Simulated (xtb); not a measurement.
Geometry relaxation of Si2H5O2F (part 3 of 4)

Continued. System: Si2H5O2F, SMILES O[SiH2]O[SiH2]F. Method: GFN2-xTB (xtb 6.7.1).  The settings are looser than a standard set-up, so the numbers are not reference values.

Geometry of the input (Å):
```
O  -2.1983  -0.6141  -0.8533
Si -0.9648  -0.6458  0.4160
O  0.1086  0.4235  0.2314
Si 1.6036  0.7345  -0.1375
F  2.5430  0.8377  1.1861
H  -2.7713  0.1170  -0.7947
H  -0.4505  -2.0381  0.0653
H  -1.7443  -0.6569  1.6446
H  2.2652  -0.2031  -1.0547
H  1.5750  2.2054  -0.7529
```

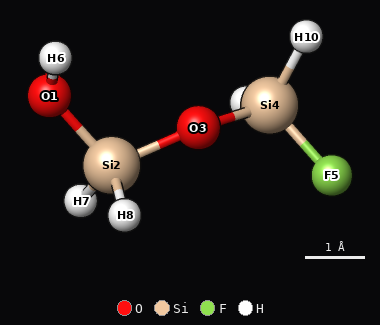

**Figure 1.** The geometry at step 7 of the log (ball-and-stick view, seen at a tilt; atoms are numbered from 1 in the order of the input).

## The program's output, continued
```
 --------------------
H6-O1-Si2=121.71               O3-Si2-O1=108.86               H7-Si2-O1=103.25               H7-Si2-O3=110.57
H8-Si2-O1=112.48               H8-Si2-O3=104.21               H8-Si2-H7=117.41               Si4-O3-Si2=158.83
F5-Si4-O3=107.15               H9-Si4-O3=111.49               H9-Si4-F5=105.69               H10-Si4-O3=106.29
H10-Si4-F5=106.86              H10-Si4-H9=118.76

 selected dihedral angles (degree)
 ---------------------------------
O3-Si2-O1-H6=314.65           H7-Si2-O1-H6=197.15           H8-Si2-O1-H6= 69.62           Si4-O3-Si2-O1=241.53
Si4-O3-Si2-H7=354.29          Si4-O3-Si2-H8=121.32          F5-Si4-O3-Si2=278.80          H9-Si4-O3-Si2= 34.00
H10-Si4-O3-Si2=164.82

 CMA Distance (Angstroems)
 ---------------------------
R(CMA):  0.9634
           -------------------------------------------------
          |                Final Singlepoint                |
           -------------------------------------------------

          ...................................................
          :                      SETUP                      :
          :.................................................:
          :  # basis functions                  37          :
          :  # atomic orbitals                  35          :
          :  # shells                           17          :
          :  # electrons                        32          :
          :  max. iterations                   250          :
          :  Hamiltonian                  GFN2-xTB          :
          :  restarted?                      false          :
          :  GBSA solvation                  false          :
          :  PC potential                    false          :
          :  electronic temp.          300.0000000     K    :
          :  accuracy                    1.0000000          :
          :  -> integral cutoff          0.2500000E+02      :
          :  -> integral neglect         0.1000000E-07      :
          :  -> SCF convergence          0.1000000E-05 Eh   :
          :  -> wf. convergence          0.1000000E-03 e    :
          :  Broyden damping             0.4000000          :
          :  net charge                          0          :
          :  unpaired electrons                  0          :
          ...................................................

 iter      E             dE          RMSdq      gap      omega  full diag
   1    -19.2232956 -0.192233E+02  0.726E-05    6.25       0.0  T
   2    -19.2232956 -0.240874E-11  0.409E-05    6.25     774.1  T
   3    -19.2232956  0.582645E-12  0.320E-05    6.25     987.9  T

   *** convergence criteria satisfied after 3 iterations ***

         #    Occupation            Energy/Eh            Energy/eV
      -------------------------------------------------------------
         1        2.0000           -0.8467036             -23.0400
       ...           ...                  ...                  ...
        10        2.0000           -0.4974898             -13.5374
        11        2.0000           -0.4951768             -13.4744
        12        2.0000           -0.4776590             -12.9978
        13        2.0000           -0.4707703             -12.8103
        14        2.0000           -0.4581564             -12.4671
        15        2.0000           -0.4293914             -11.6843
        16        2.0000           -0.4163581             -11.3297 (HOMO)
        17                         -0.1865285              -5.0757 (LUMO)
        18                         -0.1771684              -4.8210
        19                         -0.1618065              -4.4030
        20                         -0.1494739              -4.0674
        21                         -0.1178696              -3.2074
       ...                                ...                  ...
        35                          0.9606620              26.1409
      -------------------------------------------------------------
                  HL-Gap            0.2298296 Eh            6.2540 eV
             Fermi-level           -0.3014433 Eh           -8.2027 eV

 SCC (total)                   0 d,  0 h,  0 min,  0.005 sec
 SCC setup                      ...        0 min,  0.000 sec (  1.329%)
 Dispersion                     ...        0 min,  0.000 sec (  0.545%)
 classical contributions        ...        0 min,  0.000 sec (  0.227%)
 integral evaluation            ...        0 min,  0.001 sec ( 23.812%)
 iterations                     ...        0 min,  0.001 sec ( 26.682%)
 molecular gradient             ...        0 min,  0.002 sec ( 44.758%)
 printout                       ...        0 min,  0.000 sec (  2.492%)

         :::::::::::::::::::::::::::::::::::::::::::::::::::::
         ::                     SUMMARY                     ::
         :::::::::::::::::::::::::::::::::::::::::::::::::::::
         :: total energy             -19.109654635879 Eh    ::
         :: gradient norm              0.001718263464 Eh/a0 ::
         :: HOMO-LUMO gap              6.253980577414 eV    ::
         ::.................................................::
         :: SCC energy               -19.223288548469 Eh    ::
         :: -> isotropic ES            0.085581149382 Eh    ::
         :: -> anisotropic ES         -0.000654886679 Eh    ::
         :: -> anisotropic XC         -0.002714066076 Eh    ::
         :: -> dispersion             -0.005773878343 Eh    ::
         :: repulsion energy           0.113633912590 Eh    ::
         :: add. restraining           0.000000000000 Eh    ::
         :: total charge               0.000000000000 e     ::
         :::::::::::::::::::::::::::::::::::::::::::::::::::::

           -------------------------------------------------
          |                Property Printout                |
           -------------------------------------------------

    * Orbital Energies and Occupations

         #    Occupation            Energy/Eh            Energy/eV
      -------------------------------------------------------------
         1        2.0000           -0.8467036             -23.0400
       ...           ...                  ...                  ...
         4        2.0000           -0.6686257             -18.1942
         5        2.0000           -0.6035555             -16.4236
         6        2.0000           -0.5544834             -15.0883
         7        2.0000           -0.5117801             -13.9262
         8        2.0000           -0.5111544             -13.9092
         9        2.0000           -0.5094126             -13.8618
        10        2.0000           -0.4974898             -13.5374
        11        2.0000           -0.4951768             -13.4744
        12        2.0000           -0.4776590             -12.9978
        13        2.0000           -0.4707703             -12.8103
        14        2.0000           -0.4581564             -12.4671
        15        2.0000           -0.4293914             -11.6843
        16        2.0000           -0.4163581             -11.3297 (HOMO)
        17                         -0.1865285              -5.0757 (LUMO)
        18                         -0.1771684              -4.8210
        19                         -0.1618065              -4.4030
        20                         -0.1494739              -4.0674
        21                         -0.1178696              -3.2074
        22                         -0.0768504              -2.0912
        23                         -0.0212273              -0.5776
        24                         -0.0072467              -0.1972
        25                          0.0503672               1.3706
        26                          0.1282481               3.4898
        27                          0.1316271               3.5818
       ...                                ...                  ...
        35                          0.9606620              26.1409
      -------------------------------------------------------------
                  HL-Gap            0.2298296 Eh            6.2540 eV
             Fermi-level           -0.3014433 Eh           -8.2027 eV

     #   Z          covCN         q      C6AA      α(0)
     1   8 o        1.576    -0.473    22.360     6.381
     2  14 si       3.444     0.575   101.490    19.653
     3   8 o        1.540    -0.446    21.849     6.306
     4  14 si       3.378     0.589   106.626    20.444
     5   9 f        0.705    -0.279    12.094     4.106
     6   1 h        0.810     0.311     0.688     1.303
     7   1 h        0.921    -0.068     4.563     3.341
     8   1 h        0.920    -0.073     4.708     3.393
     9   1 h        0.922    -0.070     4.628     3.364
    10   1 h        0.922    -0.066     4.519     3.324

 Mol. C6AA /au·bohr⁶  :       1762.759017
 Mol. C8AA /au·bohr⁸  :      66578.006090
 Mol. α(0) /au        :         71.615709

Wiberg/Mayer (AO) data.
largest (>0.10) Wiberg bond orders for each atom

 ---------------------------------------------------------------------------
     #   Z sym  total        # sym  WBO       # sym  WBO       # sym  WBO
 ---------------------------------------------------------------------------
     1   8 o    2.184 --     2 si   1.190     6 h    0.882
     2  14 si   4.029 --     1 o    1.190     3 o    1.013     7 h    0.885
                             8 h    0.881
     3   8 o    2.350 --     4 si   1.152     2 si   1.013
     4  14 si   4.045 --     3 o    1.152     5 f    1.077    10 h    0.886
                             9 h    0.886
     5   9 f    1.179 --     4 si   1.077
     6   1 h    0.903 --     1 o    0.882
     7   1 h    0.995 --     2 si   0.885
     8   1 h    0.995 --     2 si   0.881
     9   1 h    0.995 --     4 si   0.886
    10   1 h    0.996 --     4 si   0.886
 ---------------------------------------------------------------------------

Topologies differ in total number of bonds
Writing topology from bond orders to xtbtopo.mol

molecular dipole:
                 x           y           z       tot (Debye)
 q only:       -0.475       0.159      -0.488
   full:       -0.471       0.335      -0.575       2.072
molecular quadrupole (traceless):
                xx          xy          yy          xz          yz          zz
 q only:       -0.409      -2.502       0.897      -4.190      -3.647      -0.488
  q+dip:       -2.230      -5.869       2.326      -4.912      -2.916      -0.096
   full:       -0.485      -4.340       1.434      -4.422      -3.941      -0.949

           -------------------------------------------------
          |                Geometry Summary                 |
           -------------------------------------------------

      molecular mass/u    :      112.2079142
   center of mass at/Å    :        0.2401206       0.0799342       0.1488177
  moments of inertia/u·Å² :        0.4964825E+02   0.3715838E+03   0.4050376E+03
rotational constants/cm⁻¹ :        0.3395413E+00   0.4536697E-01   0.4161992E-01

 * 9 selected distances

     #   Z          #   Z                                           value/Å
     1   8 o        2  14 si                                      1.6188159
     2  14 si       3   8 o                                       1.6311309 (max)
     3   8 o        4  14 si                                      1.6021582
     4  14 si       5   9 f                                       1.6058002
     1   8 o        6   1 h                                       0.9534146 (min)
     2  14 si       7   1 h                                       1.4511658
     2  14 si       8   1 h                                       1.4578640
     4  14 si       9   1 h                                       1.4498091
     4  14 si      10   1 h                                       1.4502370

 * 4 distinct bonds (by element types)

   Z      Z             #   av. dist./Å        max./Å        min./Å
   1 H    8 O           1     0.9534146     0.9534146     0.9534146
   1 H   14 Si          4     1.4522690     1.4578640     1.4498091
   8 O   14 Si          3     1.6173683     1.6311309     1.6021582
   9 F   14 Si          1     1.6058002     1.6058002     1.6058002

optimized geometry written to: xtbopt.tmol

           -------------------------------------------------
          | TOTAL ENERGY              -19.109654635879 Eh   |
          | GRADIENT NORM               0.001718263464 Eh/α |
          | HOMO-LUMO GAP               6.253980577414 eV   |
           -------------------------------------------------

------------------------------------------------------------------------
------------------------------------------------------------------------
 total:
 *  cpu-time:     0 d,  0 h,  0 min,  0.113 sec
 * ratio c/w:     0.999 speedup
 SCF:
 *  cpu-time:     0 d,  0 h,  0 min,  0.008 sec
 * ratio c/w:     1.000 speedup
 ANC optimizer:
 *  cpu-time:     0 d,  0 h,  0 min,  0.093 sec
 * ratio c/w:     0.999 speedup
```

## Standard error
```
normal termination of xtb
```

## Trajectory as extended XYZ (Å, eV, eV/Å), 14 frames, from step=0 to step=13
```
10
Properties=species:S:1:pos:R:3 step=0 energy=-519.10654
O    -2.1983   -0.6141   -0.8533
Si   -0.9648   -0.6458    0.4160
O     0.1086    0.4235    0.2314
Si    1.6036    0.7345   -0.1375
F     2.5430    0.8377    1.1861
H    -2.7713    0.1170   -0.7947
H    -0.4505   -2.0381    0.0653
H    -1.7443   -0.6569    1.6446
H     2.2652   -0.2031   -1.0547
H     1.5750    2.2054   -0.7529
10
Properties=species:S:1:pos:R:3 step=1 energy=-519.70845
O    -2.1751   -0.6065   -0.8474
Si   -0.9885   -0.6953    0.3855
O     0.1076    0.4187    0.2203
Si    1.6081    0.7786   -0.1719
F     2.5252    0.8345    1.1599
H    -2.7639    0.1353   -0.7919
H    -0.4371   -2.0252    0.0822
H    -1.7192   -0.6319    1.6450
H     2.2498   -0.2122   -1.0231
H     1.5593    2.1640   -0.7083
10
Properties=species:S:1:pos:R:3 step=2 energy=-519.92024
O    -2.1364   -0.6019   -0.8274
Si   -1.0241   -0.7450    0.3552
O     0.1012    0.4080    0.2196
Si    1.6073    0.8148   -0.1931
F     2.4951    0.8349    1.1488
H    -2.7375    0.1450   -0.8014
H    -0.4424   -2.0261    0.0792
H    -1.6791   -0.5856    1.6587
H     2.2326   -0.2118   -1.0050
H     1.5496    2.1278   -0.6843
10
Properties=species:S:1:pos:R:3 step=3 energy=-519.96114
O    -2.1340   -0.5932   -0.8243
Si   -1.0360   -0.7609    0.3497
O     0.1035    0.3926    0.2170
Si    1.6098    0.8001   -0.1976
F     2.4846    0.8236    1.1494
H    -2.7239    0.1628   -0.8208
H    -0.4431   -2.0517    0.0884
H    -1.6509   -0.5634    1.6694
H     2.2303   -0.2273   -1.0090
H     1.5260    2.1774   -0.6720
10
Properties=species:S:1:pos:R:3 step=4 energy=-519.97190
O    -2.1356   -0.5921   -0.8206
Si   -1.0392   -0.7649    0.3566
O     0.1035    0.3884    0.2205
Si    1.6068    0.7984   -0.1906
F     2.4764    0.8274    1.1585
H    -2.7148    0.1699   -0.8398
H    -0.4567   -2.0659    0.0855
H    -1.6299   -0.5573    1.6796
H     2.2306   -0.2094   -1.0206
H     1.5251    2.1657   -0.6786
10
Properties=species:S:1:pos:R:3 step=5 energy=-519.98131
O    -2.1368   -0.5973   -0.8073
Si   -1.0417   -0.7746    0.3706
O     0.1065    0.3779    0.2215
Si    1.6013    0.7982   -0.1877
F     2.4604    0.8331    1.1659
H    -2.6884    0.1821   -0.8799
H    -0.4938   -2.0877    0.0778
H    -1.5908   -0.5382    1.6984
H     2.2344   -0.1932   -1.0353
H     1.5151    2.1597   -0.6737
10
Properties=species:S:1:pos:R:3 step=6 energy=-519.98413
O    -2.1421   -0.5998   -0.8007
Si   -1.0429   -0.7795    0.3738
O     0.1084    0.3701    0.2168
Si    1.5986    0.7991   -0.1901
F     2.4535    0.8303    1.1667
H    -2.6720    0.1913   -0.8998
H    -0.5094   -2.0989    0.0863
H    -1.5752   -0.5288    1.7046
H     2.2387   -0.1870   -1.0397
H     1.5084    2.1633   -0.6675
10
Properties=species:S:1:pos:R:3 step=7 energy=-519.98795
O    -2.1534   -0.6076   -0.7882
Si   -1.0458   -0.7855    0.3787
O     0.1112    0.3552    0.2035
Si    1.5958    0.8008   -0.1957
F     2.4448    0.8208    1.1668
H    -2.6407    0.2049   -0.9296
H    -0.5326   -2.1136    0.1057
H    -1.5606   -0.5111    1.7117
H     2.2489   -0.1754   -1.0466
H     1.4985    2.1715   -0.6559
10
Properties=species:S:1:pos:R:3 step=8 energy=-519.99173
O    -2.1679   -0.6139   -0.7760
Si   -1.0502   -0.7900    0.3823
O     0.1150    0.3365    0.1857
Si    1.5952    0.8023   -0.2017
F     2.4395    0.8097    1.1660
H    -2.6073    0.2173   -0.9528
H    -0.5534   -2.1271    0.1301
H    -1.5561   -0.4942    1.7146
H     2.2633   -0.1607   -1.0557
H     1.4880    2.1801   -0.6421
10
Properties=species:S:1:pos:R:3 step=9 energy=-519.99549
O    -2.1849   -0.6218   -0.7615
Si   -1.0587   -0.7935    0.3880
O     0.1194    0.3116    0.1606
Si    1.5976    0.8021   -0.2068
F     2.4346    0.7984    1.1666
H    -2.5675    0.2288   -0.9788
H    -0.5765   -2.1406    0.1597
H    -1.5581   -0.4713    1.7190
H     2.2832   -0.1396   -1.0703
H     1.4769    2.1859   -0.6261
10
Properties=species:S:1:pos:R:3 step=10 energy=-519.99721
O    -2.2016   -0.6200   -0.7521
Si   -1.0686   -0.7952    0.3917
O     0.1269    0.2813    0.1328
Si    1.6041    0.8013   -0.2102
F     2.4360    0.7891    1.1657
H    -2.5345    0.2336   -0.9901
H    -0.5956   -2.1505    0.1911
H    -1.5712   -0.4540    1.7168
H     2.3060   -0.1157   -1.0875
H     1.4646    2.1901   -0.6080
10
Properties=species:S:1:pos:R:3 step=11 energy=-519.99516
O    -2.2261   -0.6309   -0.7295
Si   -1.0840   -0.7999    0.4057
O     0.1343    0.2405    0.0911
Si    1.6089    0.7985   -0.2147
F     2.4255    0.7761    1.1692
H    -2.4742    0.2500   -1.0392
H    -0.6332   -2.1710    0.2363
H    -1.5687   -0.4161    1.7289
H     2.3350   -0.0806   -1.1141
H     1.4484    2.1935   -0.5835
10
Properties=species:S:1:pos:R:3 step=12 energy=-519.99971
O    -2.2031   -0.6235   -0.7473
Si   -1.0730   -0.7952    0.3987
O     0.1284    0.2726    0.1226
Si    1.6049    0.7990   -0.2094
F     2.4308    0.7864    1.1682
H    -2.5226    0.2347   -1.0100
H    -0.6058   -2.1541    0.2003
H    -1.5648   -0.4401    1.7248
H     2.3089   -0.1071   -1.0953
H     1.4625    2.1875   -0.6022
10
Properties=species:S:1:pos:R:3 step=13 energy=-520.00019
O    -2.2056   -0.6240   -0.7449
Si   -1.0750   -0.7952    0.4010
O     0.1304    0.2658    0.1152
Si    1.6059    0.7987   -0.2100
F     2.4297    0.7827    1.1683
H    -2.5159    0.2351   -1.0183
H    -0.6115   -2.1570    0.2099
H    -1.5644   -0.4325    1.7255
H     2.3121   -0.1024   -1.0995
H     1.4603    2.1888   -0.5969
```
